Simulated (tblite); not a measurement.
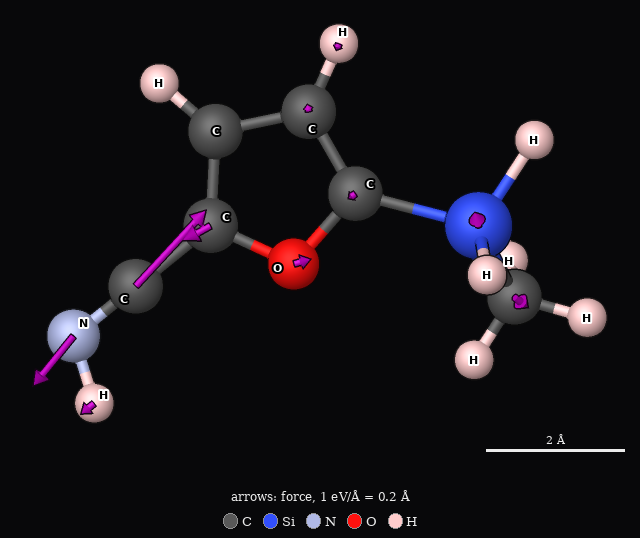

Starting geometry of C6H8NOSi (multiplicity 2) with the computed forces as purple arrows. A ball-and-stick model, seen at a tilt.

The calculation used tblite 0.8.0, GFN2-xTB geometry optimisation, gas phase. 

What follows when this structure is relaxed?

Answer. It isn't relaxed: the largest force vector, on a C atom, is 7.73 eV/Å. The final displacements have little in common with the starting forces (cosine between the two patterns 0.07). The atom that moves furthest after the best rigid fit is an H atom (1.05 Å). Largest moves by element: H 1.05 Å, N 0.30 Å, C 0.18 Å, O 0.15 Å, Si 0.12 Å. Some distances before and after: C–C 1.423 → 1.343 Å, C–Si 1.834 → 1.898 Å, C–N 1.173 → 1.218 Å, C–C 1.379 → 1.415 Å. Bond angles that change, for instance: C–C–N 179.7° → 160.7°, C–N–H 110.3° → 121.5°, C–C–O 117.3° → 122.1°. After 97 geometry steps the energy has fallen by 1.063 eV. The run took 1.2 s on 1 thread of Arm Neoverse N1, on a shared host.
